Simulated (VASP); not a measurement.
Band structure of Lu (space group P6_3/mmc). Method: PBE GGA, VASP's PBE PAW potentials (set 64) (plane waves; VASP).

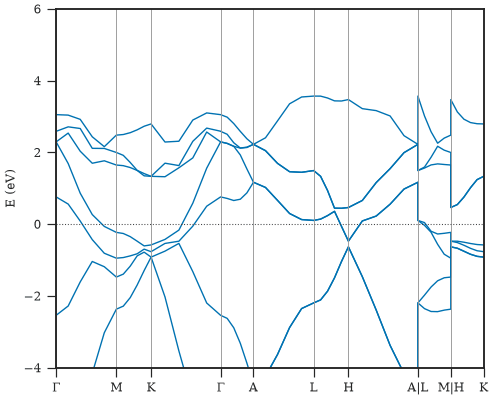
Bands along high-symmetry lines, zero at the valence-band maximum or, without a gap, the Fermi level

Question: Read the plot: is there a gap, and where are the band edges?

Answer: It has no gap at this level: it comes out as a metal or semimetal.

The structure is a typed Lu crystal (P6_3/mmc). The cell was not relaxed at this level.
